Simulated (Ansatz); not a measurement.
**C₂HSi (doublet): trial inputs and their diagnosis at distance C2–Si3 = 1.380 Å**

3 inputs are run for C₂HSi (doublet) as typed; the log has to tell whether the result can be used and what must change.

The runs use Ansatz 0.2.0, Gaussian basis; the settings change from run to run.

21 further runs of the same task are left out: 16 that didn't finish, 5 set aside as unsound or not needed.

## 1. What is computed

The geometry derives from a PBE0/def2-TZVP stationary point (not a proven minimum). One bond is set to the value named and the two fragments are kept rigid.

4 atoms, charge 0, spin multiplicity 2.

Atoms are counted from 1 here; the program's logs count them from 0.

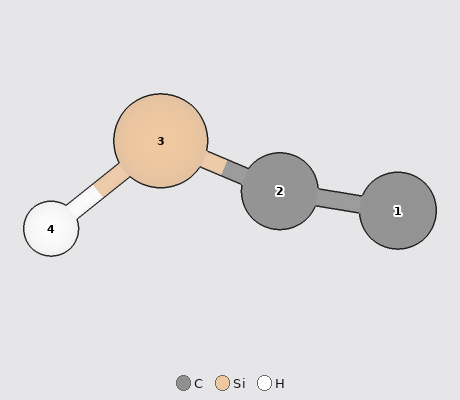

The structure; carbon grey, silicon light orange, hydrogen white; atoms are numbered from 1 in the order of the file.

## 2. Try 1

in.yaml reads:

```yaml
crystal:
  periodic: [false, false, false]
  atoms:
    - {symbol: C, position_ang: [0.000000, -0.013741, 1.748997]}
    - {symbol: C, position_ang: [0.000000, 0.110609, 0.477952]}
    - {symbol: Si, position_ang: [0.000000, -0.081948, -0.888548]}
    - {symbol: H, position_ang: [0.000000, 1.129139, -1.777781]}
basis:
  gaussian: {orbitals: def2-SVP}
correlation: {method: fic_mrcisd_q, electrons: outside_noble_gas, active_space: {window: {electrons: 3, orbitals: 3}}}
accuracy: high
scf: {lower_state_search: full}
magnetization: {spin_polarized: true, initial_magnetization: 1}
```

Run with:

```
> ansatz run in.yaml --threads 1 --pin off --events-out ev --progress --plain --max-ram 2393MiB
```

What it wrote:

```text
Error: invalid value for `correlation.active_space`: it starts from restricted Hartree–Fock orbitals; set hamiltonian.xc: hf without magnetization.spin_polarized
```

Run time: 0.03 s. Hardware: 1 thread of Arm Neoverse V2, shared host.

**Diagnosis.** The run was refused. An active space is asked on unrestricted orbitals. Cure: drop spin_polarized: true.

## 3. Try 2

in.yaml reads:

```yaml
crystal:
  periodic: [false, false, false]
  atoms:
    - {symbol: C, position_ang: [0.000000, -0.013741, 1.748997]}
    - {symbol: C, position_ang: [0.000000, 0.110609, 0.477952]}
    - {symbol: Si, position_ang: [0.000000, -0.081948, -0.888548]}
    - {symbol: H, position_ang: [0.000000, 1.129139, -1.777781]}
basis:
  gaussian: {orbitals: cc-pVDZ}
magnetization: {spin_polarized: false, initial_magnetization: 1}
correlation: {method: fic_mrcisd_q, electrons: valence, active_space: {window: {electrons: 3, orbitals: 3}, states: [{multiplicity: 2, weights: [1, 1]}], root: 5}}
accuracy: high
```

Same command.

What it wrote:

```text
Error: the active space averages no state 5, counted from zero
```

Wall time 0.03 s (1 thread of Arm Neoverse V2, shared host).

Diagnosis: The run was refused. The root asked for lies beyond the states averaged. Fix: average more states or name a lower root.

## 4. Try 3

in.yaml reads:

```yaml
crystal:
  periodic: [false, false, false]
  atoms:
    - {symbol: C, position_ang: [0.000000, -0.025966, 3.305080]}
    - {symbol: C, position_ang: [0.000000, 0.209018, 0.903186]}
    - {symbol: Si, position_ang: [0.000000, -0.154857, -1.679089]}
    - {symbol: H, position_ang: [0.000000, 2.133734, -3.359473]}
basis:
  gaussian: {orbitals: cc-pVDZ}
magnetization: {spin_polarized: false, initial_magnetization: 1}
hamiltonian: {xc: hf}
output: {orbitals: {seedname: orbitals}}
```

Launched as before.

What it wrote, cut to the lines that bear on the results:

```text
Functional definition: HF
  name "HF"
  cite "Fock, Z. Phys. 61, 126 (1930) doi:10.1007/BF01340294"
  parent pbe
[...]
495 factors; integrals over basis functions are off by at most 7.8e-4 eV
[...]
mean field -9920.49309709 eV, -364.5713969665 hartree, gradient 1.4e-6 eV, S^2 0.750000; 12 other end points of the search recorded, 0 dependent functions left out
reference -9920.49309709 eV, -364.5713969665 hartree; 14, 13 occupied and 37, 38 virtual orbitals, 495 factors
Total energy: -9920.49309709 eV, -364.5713969665 hartree
```

Wall time 4.5 s (1 thread of Arm Neoverse V2, shared host).

Diagnosis: The run converged, which proves nothing about the input. The coordinates are scaled by the bohr-ångström factor. The shortest distance is 2.41 Å, against 1.28 Å in the geometry of step 1. Its energy belongs to another geometry. Cure: restore the coordinates in ångström.

## 5. Summary

| try | level | ended | cause | time |
| --- | --- | --- | --- | --- |
| 1 | MRCISD+Q(3,3)/def2-SVP | refused | an active space is asked on unrestricted orbitals | 0.03 s |
| 2 | MRCISD+Q(3,3)/cc-pVDZ | refused | the root asked for lies beyond the states averaged | 0.03 s |
| 3 | HF/cc-pVDZ | converged | the coordinates are scaled by the bohr-ångström factor | 4.5 s |

2 refused, 1 converged. The input that converges on a wrong geometry or spin is the dangerous one: no error points at it, so geometry and ⟨S²⟩ have to be checked.
